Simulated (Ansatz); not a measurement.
# LaGaS3 (model cell, started as cubic perovskite with Ga in the octahedra): a soft mode frozen in, part 2 of 3

Wanted: the energy along a soft mode of LaGaS3 (model cell, started as cubic perovskite with Ga in the octahedra) and the structure at the end.

Ansatz 0.2.0; DFT PBEsol, scalar-relativistic, plane waves, PAW; PAW set soft_1.

So far, highest frequency on the path or at a solved wavevector (cm⁻¹): step 2 (the dispersion) 431. Also lowest frequency on the path (cm⁻¹): step 2 -185.

The structure was built from a prototype and need not be the compound's stable phase.

## Step 3: The mode frozen in, largest atomic shift 0 Å

The mode followed lies at q = (-0.5, -0.5, -0.5) with frequency 185.0i cm⁻¹ and is 3-fold degenerate, the softest among the wavevectors solved. At small amplitude the distorted cell has space group no. 74 by a symmetry search on the positions. The undistorted cell that holds it gives the zero of energy on the same k mesh.

System of this step: LaGaS3 (model cell, started as cubic perovskite with Ga in the octahedra). The structure is cubic, space group Pm-3m (No. 221). Conventional cell: a = 4.679 Å, b = 4.679 Å, c = 4.679 Å, α = 90.00°, β = 90.00°, γ = 90.00°. Nearest to La lie 12 S at 3.31 Å. Nearest to Ga lie 6 S at 2.34 Å. Nearest to S lie 2 Ga at 2.34 Å and 4 La at 3.31 Å. Farther neighbours and most contacts between anions are not listed.

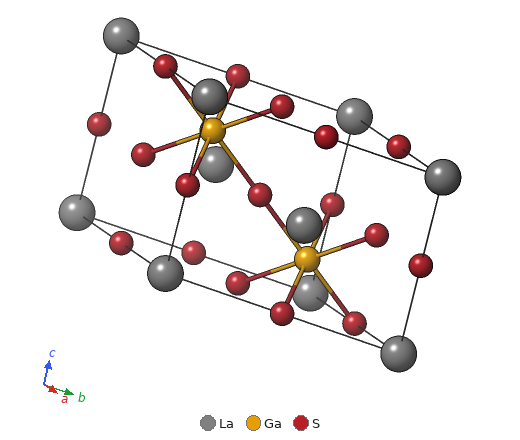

The cell of this step (lanthanum grey, gallium orange, sulfur red). Some periodic images of atoms are drawn too.

File input.yaml:

```yaml
crystal:
  lattice:
    - [4.6785878409, 4.6785878409, 0.0]
    - [4.6785878409, 0.0, 4.6785878409]
    - [4.6785878409, 0.0, -4.6785878409]
  atoms:
    - { symbol: La, position: [0.0, 0.5, 0.5] }
    - { symbol: La, position: [0.0, 0.0, 1.0] }
    - { symbol: Ga, position: [0.5, 0.25, 0.75] }
    - { symbol: Ga, position: [0.5, 0.75, 0.25] }
    - { symbol: S, position: [0.5, 0.5, 0.5] }
    - { symbol: S, position: [0.5, 0.0, 0.0] }
    - { symbol: S, position: [0.0, 0.5, 0.0] }
    - { symbol: S, position: [0.0, 0.0, 0.5] }
    - { symbol: S, position: [0.5, 0.5, 0.0] }
    - { symbol: S, position: [0.5, 0.0, 0.5] }
kpoints:
  mp_grid: { grid: [8, 8, 8] }
hamiltonian:
  xc: pbesol
  pseudopotentials: { kind: paw, azcp: { folder: soft_1 }, xc_functional: pbe }
scf:
  occupations: { method: methfessel_paxton, width: 0.2 }
output:
  forces: true
  stress: true
  eigenvalues: true
```

On the command line:

```
$ ansatz run input.yaml --threads 8 --pin off --max-ram 16384MiB --backend cpu --events-out ev --progress --plain --runs-dir out
```

Numbers of over 12 decimals in the logs are rounded to 6 here.

Output:

```text
[...]
Crystal: 10 atoms, lattice volume = 204.821 Å³
Basis set: ecut = 420 eV, 4015 PW (Γ), exchange–correlation on 90×90×90 points (8 copies of the dense FFT grid, shifted against one another)
Bands: 52, of which v1, the nominal top of the filled ones, is band 42 counted from 1 (41 counted from 0)
Symmetry: 96 space group operations
[...]
k-points: 29 of 512
[...]
k-point 0: bands = [... 38 lower, 8.9231, 8.9231, 9.3982, 9.3982, 9.3982, 10.6299, 10.6299, 11.0818, ... 6 higher]
  k-point 1: bands = [... 38 lower, 8.7834, 8.7834, 9.2408, 9.2408, 9.3205, 10.7621, 10.7621, 11.0759, ... 6 higher]
  k-point 2: bands = [... 38 lower, 8.7492, 8.9841, 9.0357, 9.0357, 9.1105, 10.9250, 10.9250, 11.0508, ... 6 higher]
  k-point 28: bands = [... 38 lower, 8.2203, 8.2203, 8.4899, 8.4899, 11.0275, 11.0275, 11.0659, 11.0659, ... 6 higher]
[key lines of the parts left out:]
SCF converged after 9 iterations
Free energy (F): -25130.135935 eV
Fermi energy:    9.263430 eV
P = ⅓ Tr σ = 0.0085 GPa (0.085 kbar)
```

It took 3.9 s on 8 threads of Arm Neoverse V1, shared host; peak memory 0.96 GiB; 28 s of CPU time.

This step gave:

```yaml
pressure: 0.008547 GPa
energy_from_the_undistorted_cell: 0 meV/atom
```

The run ends at a pressure of 0.01 GPa.

## Step 4: The mode frozen in, largest atomic shift 0.6 Å

The atoms are moved along the unstable eigenvector, the largest shift by 0.6 Å, with the cell fixed.

input.yaml, the sections that differ from step 3:

```yaml
crystal:
  lattice:
    - [4.6785878409, 4.6785878409, 0.0]
    - [4.6785878409, 0.0, 4.6785878409]
    - [4.6785878409, 0.0, -4.6785878409]
  atoms:
    - { symbol: La, position: [0.0, 0.5, 0.5] }
    - { symbol: La, position: [0.0, 0.0, 1.0] }
    - { symbol: Ga, position: [0.5, 0.25, 0.75] }
    - { symbol: Ga, position: [0.5, 0.75, 0.25] }
    - { symbol: S, position: [0.5906820783, 0.4093179217, 0.4093179217] }
    - { symbol: S, position: [0.4093179217, 0.0906820783, 0.0906820783] }
    - { symbol: S, position: [0.0, 0.5453410391, -0.0453410391] }
    - { symbol: S, position: [0.0, -0.0453410391, 0.5453410391] }
    - { symbol: S, position: [0.5, 0.5453410391, -0.0453410391] }
    - { symbol: S, position: [0.5, -0.0453410391, 0.5453410391] }
# kpoints, hamiltonian, scf, output: as in step 3
```

Output:

```text
[...]
Crystal: 10 atoms, lattice volume = 204.821 Å³
Basis set: ecut = 420 eV, 4015 PW (Γ), exchange–correlation on 90×90×90 points (8 copies of the dense FFT grid, shifted against one another)
Bands: 52, of which v1, the nominal top of the filled ones, is band 42 counted from 1 (41 counted from 0)
Symmetry: 8 space group operations
[...]
k-points: 95 of 512
[...]
k-point 0: bands = [... 38 lower, 8.3831, 8.6571, 8.6871, 8.9153, 9.1358, 11.0845, 11.4368, 11.4661, ... 6 higher]
  k-point 1: bands = [... 38 lower, 8.3547, 8.5799, 8.6760, 8.8557, 9.2518, 11.1121, 11.4342, 11.4617, ... 6 higher]
  k-point 2: bands = [... 38 lower, 8.3683, 8.5293, 8.6405, 8.7598, 9.4766, 11.2048, 11.3722, 11.4478, ... 6 higher]
  k-point 94: bands = [... 38 lower, 7.9708, 7.9708, 8.3449, 8.3449, 11.3380, 11.3380, 11.4891, 11.4891, ... 6 higher]
[key lines of the parts left out:]
SCF converged after 10 iterations
Free energy (F): -25131.531035 eV
Fermi energy:    8.935909 eV
P = ⅓ Tr σ = 0.9053 GPa (9.053 kbar)
```

The job ended after 13 s (8 threads; peak memory 1.3 GiB; 1.7 min of CPU time).

This step gave:

```
pressure                         : 0.9053 GPa
gap on the k-mesh                : 0.2205 eV
energy from the undistorted cell : -139.7 meV/atom
```

The energy, extrapolated to zero smearing, is -139.73 meV/atom against the undistorted cell.

The run ends at a pressure of 0.91 GPa, with forces up to 1.1 eV/Å.

## Step 5: Energy along the mode, all amplitudes (two of the runs are shown above)

An imaginary frequency means negative curvature, so the energy should fall and then rise again as anharmonic terms take over.

This step gave:

```
depth at the lowest point sampled  : 139.7 meV/atom
largest atomic shift at that point : 0.6 Å
```

The energy from the parent by largest atomic shift:

| largest atomic shift (Å) | energy from the parent (meV/atom) |
| --- | --- |
| 0.000 | 0 |
| 0.040 | -1.34 |
| 0.080 | -5.34 |
| 0.140 | -16.0 |
| 0.220 | -37.4 |
| 0.320 | -70.3 |
| 0.450 | -112 |
| 0.600 | -140 |

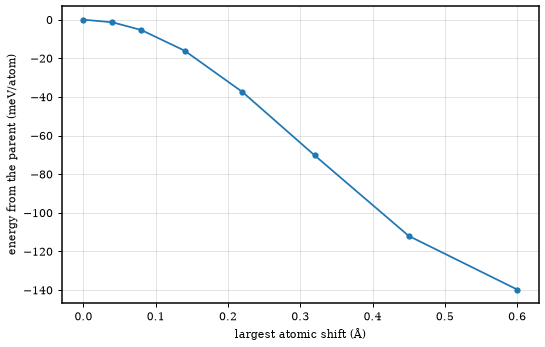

Energy from the parent, plotted against largest atomic shift.

Displacement at unit largest shift by atom:

| atom | x (Å) | y (Å) | z (Å) | size |
| --- | --- | --- | --- | --- |
| La1 | 0.000 | 0.000 | 0.000 | 0.000 |
| La2 | 0.000 | 0.000 | 0.000 | 0.000 |
| Ga3 | 0.000 | 0.000 | 0.000 | 0.000 |
| Ga4 | 0.000 | 0.000 | 0.000 | 0.000 |
| S5 | -0.707 | 0.707 | 0.000 | 1.000 |
| S6 | 0.707 | -0.707 | 0.000 | 1.000 |
| S7 | 0.000 | 0.000 | 0.707 | 0.707 |
| S8 | 0.000 | 0.000 | -0.707 | 0.707 |
| S9 | 0.000 | 0.000 | 0.707 | 0.707 |
| S10 | 0.000 | 0.000 | -0.707 | 0.707 |

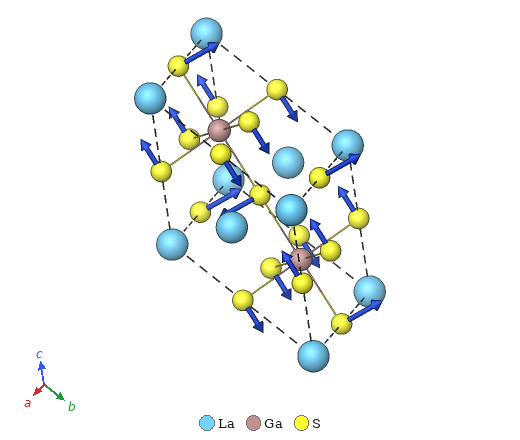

Displacement at unit largest shift as arrows, the longest 1.000 Å. Some periodic images of atoms are drawn too.

The lowest of the steps tried is the last one, at 0.6 Å, 140 meV/atom below the parent; the bottom of the well need not coincide with a step.

## Step 6: Relaxation from the frozen mode

Starting from the lowest point found, all atoms and the cell are let go, so that strain and other modes of the same symmetry can join in.

Changes to input.yaml since step 4:

```diff
@@ -27 +27,6 @@
   eigenvalues: true
+relax:
+  adjacent_minimum: "off"
+  f_tol: 0.002
+  max_steps: 120
+  cell: { stress_tol: 0.03 }
```

Output:

```text
[...]
Crystal: 10 atoms, lattice volume = 204.821 Å³
Basis set: ecut = 420 eV, 4015 PW (Γ), exchange–correlation on 90×90×90 points (8 copies of the dense FFT grid, shifted against one another)
Bands: 52, of which v1, the nominal top of the filled ones, is band 42 counted from 1 (41 counted from 0)
Symmetry: 8 space group operations
[...]
k-points: 95 of 512
[...]
SCF iter   1: F=—  HF=-25133.243067 eV  |F-HF|=—  |Δ(HF+E_count)|=         —  Δρ=4.54e-2  dr2=7.98e0  ethr=3.10e-3  ⟨swp⟩=6.0  Hψ=18557  notcnv=0
[...]
SCF iter  10: F=-25131.531035 eV  HF=-25131.531035 eV  |F-HF|=2.21e-8  |Δ(HF+E_count)|=   4.59e-7  S|Δr|=    0.00e0  Δρ=2.63e-6  dr2=4.21e-8  ethr=1.19e-10  ⟨swp⟩=17.1  Hψ=37387  notcnv=0
SCF 1 converged in 10 iterations: F = -25131.531035 eV  dr2 = 4.21e-8
[...]
relax step   1: F+E_penalty+E_count = -25131.53103479 eV  Δ(F+E_penalty+E_count) = +0.000e0 eV  max|allowed force component| = 7.441e-1 eV/Å  Δτ_max = 0.0000 Å  P = +0.905 GPa  Ω = 204.821 Å³  (10 SCF iters, dr2 threshold 1.00e-7 eV, accepted)
Crystal: 10 atoms, lattice volume = 203.606 Å³
Basis set: ecut = 420 eV, 3967 PW (Γ), exchange–correlation on 90×90×90 points (8 copies of the dense FFT grid, shifted against one another)
[...]
SCF iter   8: F=-25131.785618 eV  HF=-25131.785618 eV  |F-HF|=8.00e-8  |Δ(HF+E_count)|=   6.21e-7  S|Δr|=    0.00e0  Δρ=5.97e-6  dr2=1.63e-7  ethr=1.19e-9  ⟨swp⟩=16.6  Hψ=31429  notcnv=0
SCF 2 converged in 8 iterations: F = -25131.785618 eV  dr2 = 1.63e-7
relax step   2: F+E_penalty+E_count = -25131.78561778 eV  Δ(F+E_penalty+E_count) = -2.546e-1 eV  max|allowed force component| = 4.043e-1 eV/Å  Δτ_max = 0.1639 Å  P = +2.458 GPa  Ω = 203.606 Å³  energy of the carried Pulay correction = +2.030e-4 eV  (8 SCF iters, dr2 threshold 1.00e-6 eV, accepted)
Crystal: 10 atoms, lattice volume = 209.278 Å³
Basis set: ecut = 420 eV, 4055 PW (Γ), exchange–correlation on 90×90×90 points (8 copies of the dense FFT grid, shifted against one another)
[...]
SCF iter   7: F=-25131.859095 eV  HF=-25131.859095 eV  |F-HF|=1.13e-8  |Δ(HF+E_count)|=   6.97e-7  S|Δr|=    0.00e0  Δρ=6.08e-6  dr2=1.35e-7  ethr=1.19e-9  ⟨swp⟩=15.6  Hψ=30518  notcnv=0
SCF 3 converged in 7 iterations: F = -25131.859095 eV  dr2 = 1.35e-7
relax step   3: F+E_penalty+E_count = -25131.85909520 eV  Δ(F+E_penalty+E_count) = -7.348e-2 eV  max|allowed force component| = 1.349e-1 eV/Å  Δτ_max = 0.0500 Å  P = -0.682 GPa  Ω = 209.278 Å³  energy of the carried Pulay correction = -7.343e-4 eV  (7 SCF iters, dr2 threshold 1.00e-6 eV, accepted)
[...]
relax step   4: F+E_penalty+E_count = -25131.87118488 eV  Δ(F+E_penalty+E_count) = -1.209e-2 eV  max|allowed force component| = 2.597e-2 eV/Å  Δτ_max = 0.0205 Å  P = -0.023 GPa  Ω = 208.149 Å³  energy of the carried Pulay correction = -5.498e-4 eV  (5 SCF iters, dr2 threshold 1.00e-6 eV, accepted)
[...]
relax step   5: F+E_penalty+E_count = -25131.87185289 eV  Δ(F+E_penalty+E_count) = -6.680e-4 eV  max|allowed force component| = 6.336e-3 eV/Å  Δτ_max = 0.0068 Å  P = +0.041 GPa  Ω = 208.194 Å³  energy of the carried Pulay correction = -5.573e-4 eV  (5 SCF iters, dr2 threshold 4.51e-8 eV, accepted)
[...]
relax step   6: F+E_penalty+E_count = -25131.87201156 eV  Δ(F+E_penalty+E_count) = -1.587e-4 eV  max|allowed force component| = 6.214e-3 eV/Å  Δτ_max = 0.0025 Å  P = +0.016 GPa  Ω = 208.319 Å³  energy of the carried Pulay correction = -5.777e-4 eV  (5 SCF iters, dr2 threshold 4.71e-8 eV, accepted)
[...]
relax step   7: F+E_penalty+E_count = -25131.87206736 eV  Δ(F+E_penalty+E_count) = -5.580e-5 eV  max|allowed force component| = 9.838e-4 eV/Å  Δτ_max = 0.0011 Å  P = +0.007 GPa  Ω = 208.366 Å³  energy of the carried Pulay correction = -5.854e-4 eV  (5 SCF iters, dr2 threshold 1.44e-8 eV, accepted)
[...]
SCF iter   6: F=-25131.872675 eV  HF=-25131.872675 eV  |F-HF|=1.24e-10  |Δ(HF+E_count)|=  7.28e-12  S|Δr|=    0.00e0  Δρ=1.65e-7  dr2=1.26e-11  ethr=1.00e-12  ⟨swp⟩=8.0  Hψ=22363  notcnv=0
SCF 8 converged in 6 iterations: F = -25131.872675 eV  dr2 = 1.26e-11
relax step   8: F+E_penalty+E_count = -25131.87267498 eV  Δ(F+E_penalty+E_count) = -6.076e-4 eV  max|allowed force component| = 1.001e-3 eV/Å  Δτ_max = 0.0000 Å  P = +0.008 GPa  Ω = 208.366 Å³  stress off target by 1.43e-2 GPa  SCF on the basis re-selected at this cell (its energy is not comparable with the rows above)  (6 SCF iters)
basis re-selected at this cell: Δ(F+E_penalty+E_count) = -6.076e-4 eV, ΔP = +0.001 GPa vs the last step (what re-selecting the basis moved, of the pressure what is left beyond the Pulay correction that the steps carried, after the strain that the cell walked since its last selection, with what the two solves' SCF thresholds leave and, on support functions, any second-order correction that the steps lacked; it is no m [...]
SCF converged after 6 iterations
[...]
Free energy (F): -25131.872675 eV
[...]
Internal energy: -25131.879094 eV  (E = F + TS)
E sigma→0 (E₀):  -25131.874280 eV
Entropy (-TS):   0.006419 eV (0.642 meV/atom)
Fermi energy:    8.760864 eV
[...]
--- Forces (eV/Å), atoms counted from 1 ---
  atom   1  La    -0.00018006     0.00018006     0.00000000
  atom   2  La     0.00018006    -0.00018006    -0.00000000
  atom   3  Ga    -0.00000000     0.00000000     0.00000000
  atom   4  Ga    -0.00000000     0.00000000     0.00000000
  atom   5  S      0.00026053    -0.00026053     0.00000000
  atom   6  S     -0.00026053     0.00026053    -0.00000000
  atom   7  S      0.00000000     0.00000000     0.00100139
  atom   8  S      0.00000000    -0.00000000    -0.00100139
  atom   9  S      0.00000000     0.00000000     0.00100139
  atom  10  S      0.00000000    -0.00000000    -0.00100139
  max |Σ_I F_I| component: 6.07e-18 eV/Å
--- Stress (GPa, compression-positive) ---
        0.011006       0.003262      -0.000000
        0.003262       0.011006       0.000000
       -0.000000       0.000000       0.000651
  P = ⅓ Tr σ = 0.0076 GPa (0.076 kbar)
--- Band table (eV; the first three rows and the last of 95) ---
  k-point 0: bands = [... 38 lower, 7.9575, 8.2757, 8.6648, 8.6665, 9.0070, 11.1645, 11.2972, 11.3347, ... 6 higher]
  k-point 1: bands = [... 38 lower, 7.8957, 8.1961, 8.5848, 8.6610, 9.1256, 11.1605, 11.2863, 11.3230, ... 6 higher]
  k-point 2: bands = [... 38 lower, 7.9991, 8.1590, 8.4627, 8.5974, 9.3491, 11.1712, 11.2028, 11.3189, ... 6 higher]
  k-point 94: bands = [... 38 lower, 7.5991, 7.5991, 8.1023, 8.1023, 10.9756, 10.9756, 11.3266, 11.3266, ... 6 higher]
--- Relaxed structure (7 steps of the walk, 7 accepted, 1 SCFs on fresh bases) ---
  F+E_penalty+E_count = -25131.87267498 eV   max|allowed force component| = 1.001e-3 eV/Å   (the final SCF, on the basis selected at the relaxed cell)
  cell:  # Å, volume = 208.3660 Å³
    - [4.609352, 4.609352, 0.0]
    - [4.700965, -0.091613, 4.716151]
    - [4.700965, -0.091613, -4.716151]
  atoms:
    - { symbol: La, position: [-0.018779, 0.518779, 0.518779] }
    - { symbol: La, position: [0.018779, -0.018779, 0.981221] }
    - { symbol: Ga, position: [0.5, 0.25, 0.750000] }
    - { symbol: Ga, position: [0.5, 0.750000, 0.25] }
    - { symbol: S, position: [0.597386, 0.402614, 0.402614] }
    - { symbol: S, position: [0.402614, 0.097386, 0.097386] }
    - { symbol: S, position: [0.0, 0.558385, -0.058385] }
    - { symbol: S, position: [0.0, -0.058385, 0.558385] }
    - { symbol: S, position: [0.5, 0.558385, -0.058385] }
    - { symbol: S, position: [0.5, -0.058385, 0.558385] }
```

Run time: 92 s. Hardware: 8 threads; peak memory 1.4 GiB.

The steps of the relaxation:

```
step  energy less that of the first step (eV)  largest force component (eV/Å)  pressure (GPa)  volume (Å³)
   1                                   0.0000                          0.7441            0.91       204.82
   2                                  -0.2546                          0.4043            2.46       203.61
   3                                  -0.3281                          0.1349           -0.68       209.28
   4                                  -0.3401                          0.0260           -0.02       208.15
   5                                  -0.3408                          0.0063            0.04       208.19
   6                                  -0.3410                          0.0062            0.02       208.32
   7                                  -0.3410                          0.0010            0.01       208.37
  8*                                  -0.3416                          0.0010            0.01       208.37
```

Relaxation steps marked * repeat the geometry before them on a plane-wave basis chosen anew for their cell, so energy and pressure can jump there.

The run keeps the 8 symmetry operations that it works with, so distortions that break them were not tested.

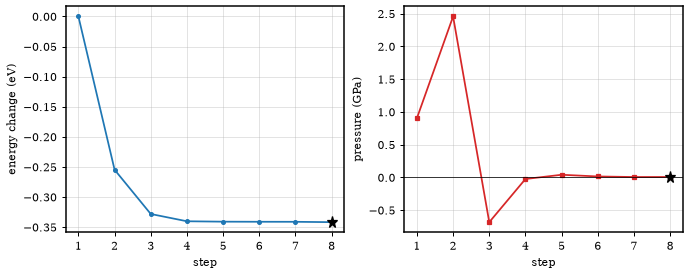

Energy and pressure along the relaxation. Stars mark steps on a basis chosen anew.

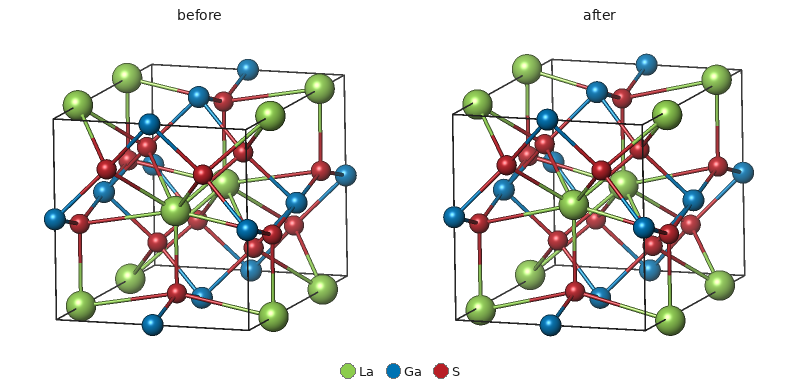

The structure before and after the relaxation, drawn at the same scale.

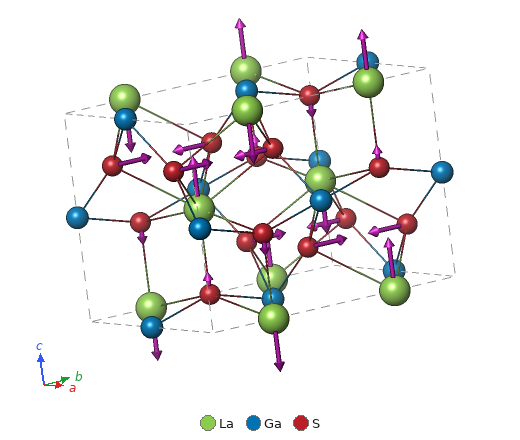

Displacements in the relaxation, exaggerated, measured against the changing cell; the longest in the cell stands for 0.13 Å. Some periodic images of atoms are drawn too.

```csv
"conventional cell, symmetrised",before,after,change
a (Å),6.617,6.519,-1.5 %
b (Å),9.357,9.432,+0.8 %
c (Å),6.617,6.778,+2.4 %
volume (Å³/atom),20.48,20.84,+1.7 %
```

The atoms that moved most (Å, as changes of fractional coordinates times the final cell):

| atom | dx | dy | dz | length |
| --- | --- | --- | --- | --- |
| La1 | 0.090 | -0.090 | 0.000 | 0.127 |
| La2 | -0.090 | 0.090 | 0.000 | 0.127 |
| S10 | 0.000 | 0.000 | -0.123 | 0.123 |
| S7 | 0.000 | 0.000 | 0.123 | 0.123 |
| S9 | 0.000 | 0.000 | 0.123 | 0.123 |
| S8 | 0.000 | 0.000 | -0.123 | 0.123 |
| S5 | -0.032 | 0.032 | 0.000 | 0.045 |
| S6 | 0.032 | -0.032 | 0.000 | 0.045 |

Final coordinates:

```cif
data_structure
_symmetry_space_group_name_H-M 'P 1'
_symmetry_Int_Tables_number 1
_cell_length_a 6.5186
_cell_length_b 6.6595
_cell_length_c 6.6595
_cell_angle_alpha 90.174
_cell_angle_beta 60.698
_cell_angle_gamma 60.698
_cell_volume 208.37
loop_
_atom_site_label
_atom_site_type_symbol
_atom_site_fract_x
_atom_site_fract_y
_atom_site_fract_z
_atom_site_occupancy
La1 La 0.98122 0.51878 0.51878 1
La2 La 0.01878 0.98122 0.98122 1
Ga3 Ga 0.50000 0.25000 0.75000 1
Ga4 Ga 0.50000 0.75000 0.25000 1
S5 S 0.59739 0.40261 0.40261 1
S6 S 0.40261 0.09739 0.09739 1
S7 S 0.00000 0.55838 0.94162 1
S8 S 0.00000 0.94162 0.55838 1
S9 S 0.50000 0.55838 0.94162 1
S10 S 0.50000 0.94162 0.55838 1
```

Numbers from this step:

* pressure: 0.007554 GPa
* volume per atom: 20.84 Å³
* gap on the k-mesh: 0.3036 eV

The distorted start has space group Imma; the relaxation ends in Imma.

## Step 7: The new phase in its own primitive cell

The relaxed structure is symmetrised, reduced to its primitive cell and relaxed tightly, as its phonons need.

File input.yaml:

```yaml
crystal:
  lattice:
    - [-3.2593038617, 4.7161511569, 3.3888646583]
    - [3.2593038617, -4.7161511569, 3.3888646583]
    - [3.2593038617, 4.7161511569, -3.3888646583]
  atoms:
    - { symbol: La, position: [0.2312207311, 0.9812207311, 0.25] }
    - { symbol: La, position: [0.7687792689, 0.0187792689, 0.75] }
    - { symbol: Ga, position: [0.5, 0.5, 0.0] }
    - { symbol: Ga, position: [0.0, 0.5, 0.5] }
    - { symbol: S, position: [0.3473860889, 0.5973860889, 0.75] }
    - { symbol: S, position: [0.6526139111, 0.4026139111, 0.25] }
    - { symbol: S, position: [0.191615179, 0.0, 0.691615179] }
    - { symbol: S, position: [0.808384821, 0.0, 0.308384821] }
    - { symbol: S, position: [0.191615179, 0.5, 0.191615179] }
    - { symbol: S, position: [0.808384821, 0.5, 0.808384821] }
kpoints:
  mp_grid: { grid: [6, 6, 6] }
hamiltonian:
  xc: pbesol
  pseudopotentials: { kind: paw, azcp: { folder: soft_1 }, xc_functional: pbe }
scf:
  occupations: { method: fixed }
output:
  forces: true
  stress: true
  eigenvalues: true
relax:
  adjacent_minimum: "off"
  f_tol: 0.001
  max_steps: 60
  cell: { stress_tol: 0.01 }
```

Output:

```text
[...]
Crystal: 10 atoms, lattice volume = 208.366 Å³
Basis set: ecut = 420 eV, 4055 PW (Γ), exchange–correlation on 90×90×90 points (8 copies of the dense FFT grid, shifted against one another)
Bands: 52, of which v1, the nominal top of the filled ones, is band 42 counted from 1 (41 counted from 0)
Symmetry: 8 space group operations
[...]
k-points: 46 of 216
[...]
- { symbol: La, position: [0.768835, 0.018835, 0.750000] }
    - { symbol: Ga, position: [0.5, 0.5, 0] }
    - { symbol: Ga, position: [0, 0.5, 0.5] }
    - { symbol: S, position: [0.347412, 0.597412, 0.75] }
    - { symbol: S, position: [0.652588, 0.402588, 0.250000] }
    - { symbol: S, position: [0.191597, 0.0, 0.691597] }
    - { symbol: S, position: [0.808403, 0.0, 0.308403] }
    - { symbol: S, position: [0.191597, 0.5, 0.191597] }
    - { symbol: S, position: [0.808403, 0.500000, 0.808403] }
[key lines of the parts left out:]
SCF converged after 6 iterations
Free energy (F): -25131.874845 eV
Fermi energy:    8.694136 eV
P = ⅓ Tr σ = -0.0008 GPa (-0.008 kbar)
```

Elapsed: 23 s, on 8 threads; peak memory 1.1 GiB; 2.9 min of CPU time.

Little changed from the start: no atom moved by 0.005 Å and no cell edge by 0.1 %.

Numbers from this step:

```yaml
pressure: -7.64e-4 GPa
gap_on_the_k_mesh: 0.3098 eV
direct_gap_on_mesh: 0.3439 eV
```

The largest force component left is 0.18 meV/Å and the pressure is -0.001 GPa, within the tolerances set. The cell now holds 20.84 Å³/atom.

(Part 2 of 3 ends here.)

[Logs are printed without paths, hosts, clocks, repeated set-up lines and the standing remarks that a program may print on its own settings, such as how far it seeks lower states.]

[Hosts, paths, dates, database ids (printed as entryN), source tags and the programs' standing remarks are cut or masked in the printed files.]
